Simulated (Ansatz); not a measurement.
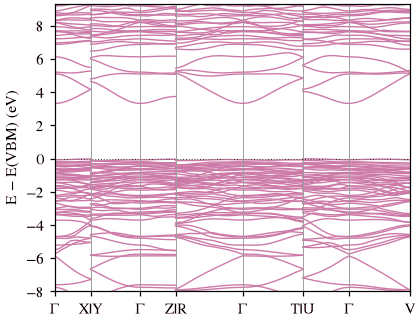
Figure. Band structure from the program Ansatz at the r²SCAN level (PAW)

The gap is 3.32 eV; an edge lies off the plotted path or next to a special point (maximum off the standard path, minimum at Γ).

The material is YSbO4 in space group P-1 (No. 2; Pearson symbol aP24).

The workflow started from a Materials Project entry (that database holds measured and hypothetical structures alike); the Crystallography Open Database copy checked does not list it. Entries of such low symmetry are often ordered models of mixed-site phases. Whether it is the stable phase at ambient conditions was not checked. The r²SCAN relaxation kept the symmetry of its start; its stability against distortions is not shown here. No spin polarisation was allowed. Spin–orbit coupling is left out wherever it is not named.

Potentials: the later of the program's two PAW sets.
